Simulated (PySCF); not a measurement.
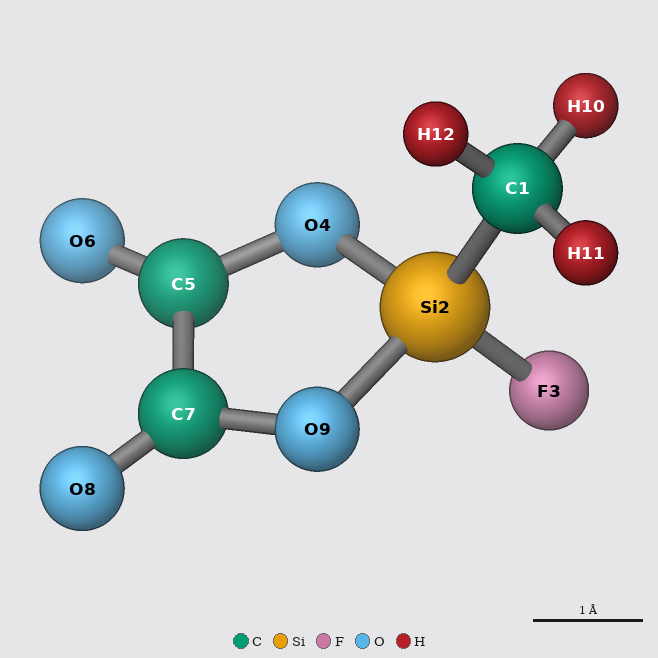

Numbered structure. The geometry was computed by an optimisation with GFN2-xTB. No frequency run is at hand to confirm it as a minimum.

Give the bond lengths.

```tsv
bond	length (Å)	order
C1–Si2	1.872	single
C1–H10	1.085	single
C1–H11	1.085	single
C1–H12	1.087	single
Si2–F3	1.597	single
Si2–O4	1.653	single
Si2–O9	1.653	single
O4–C5	1.343	single
C5–O6	1.187	double
C5–C7	1.546	single
C7–O8	1.187	double
C7–O9	1.343	single
```
